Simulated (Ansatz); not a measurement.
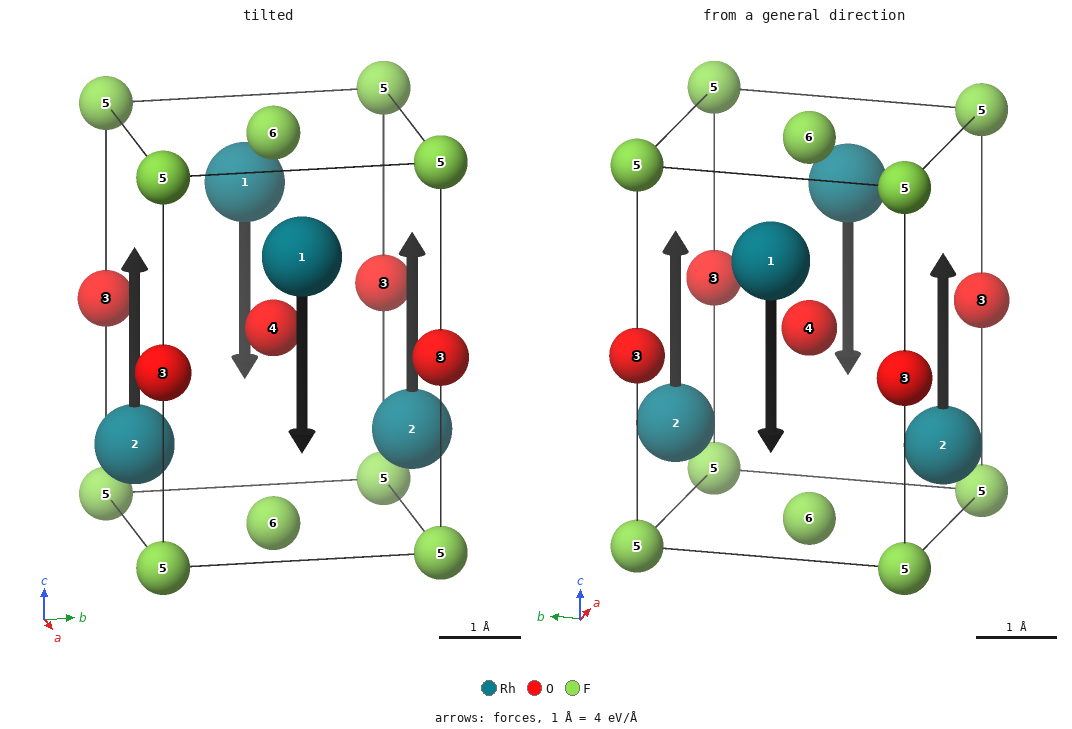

We look at a spheres-only model of the crystal slightly off an axis and from a general direction. One simulation cell is outlined, and atoms on its boundary appear in each equivalent place. The arrows are the computed forces on the atoms.

System: RhOF. Setup: Ansatz 0.2.0, DFT, PAW plane waves, PBE, spin-orbit; plane waves up to 420 eV, a 7×7×5 k-point grid, Gaussian smearing of 0.28 eV, spinor wavefunctions.

Are the atoms in equilibrium?

Answer. No. The atoms still feel forces of up to about 8.3 eV/Å, far above a usual threshold of 0.01 to 0.03 eV/Å.

On which atom is the force largest?

Answer. Rh1 and Rh2, about 8.3 eV/Å.

The structure is a generated cell, made by putting these elements into a known structure type (the compound may or may not exist in this form); no relaxation was done. It went into a calculation with Ansatz.
